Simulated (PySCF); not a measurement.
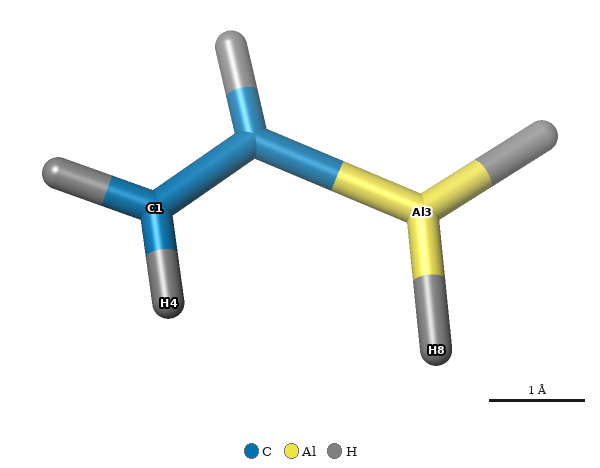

The input geometry (stick view, seen at a tilt; atoms are numbered from 1 in the order of the input). Sticks mark near contacts.

# Single-point calculation of C$_{2}$H$_{5}$Al

- system: C$_{2}$H$_{5}$Al
- method: B3LYP/def2-SVPD, RKS (PySCF 2.14.0)

The geometry comes from this level: PBE0-D4/def2-TZVP.

### The program's output
```
converged SCF energy = -321.500405180092
E = -321.5004051801 Eh
```

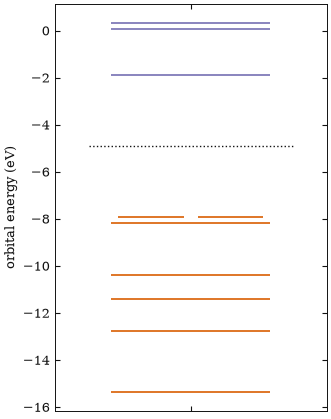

Orbital energies near the frontier; the dotted line parts filled from empty levels, and levels within 0.02 eV of each other stand side by side. Highest filled −7.92 eV, lowest empty −1.88 eV, 6.04 eV apart.

This output came from the following input.

### Input file (job.py)
```python
from pyscf import gto, dft

mol = gto.M(
    atom=[
    ('C', (-1.029900, 0.829200, -0.357000)),
    ('C', (0.199000, 0.651000, 0.138100)),
    ('Al', (0.930800, -1.139300, 0.262000)),
    ('H', (-1.636900, -0.008600, -0.695500)),
    ('H', (-1.495000, 1.809300, -0.451900)),
    ('H', (0.735600, 1.546100, 0.452700)),
    ('H', (2.384000, -1.417900, 0.837700)),
    ('H', (0.004400, -2.327000, -0.241900)),
],
    charge=0,
    max_memory=1860,
    verbose=3,
    basis='def2-svpd',
    spin=0,
)

calc0 = dft.RKS(mol)
calc0.xc = 'b3lyp'
calc0.conv_tol = 1e-10
calc0.grids.level = 5
calc0.kernel()
if not calc0.converged:
    calc0 = calc0.newton().run(calc0.mo_coeff, calc0.mo_occ)

e_final = calc0.e_tot
print('E = %.10f Eh' % e_final)
```

Command:
```bash
OMP_NUM_THREADS=1 python job.py
```

### Key numbers

- outcome: converged
- total energy: −321.500405 hartree
- basis functions: 104
- HOMO: −7.92 eV
- LUMO: −1.88 eV
- dipole moment: 0.87 D
- hardware: 1 thread of Intel Xeon @ 2.70GHz, 189 GiB of memory available, shared host
- wall time: 23 s
- peak memory: 0.53 GiB
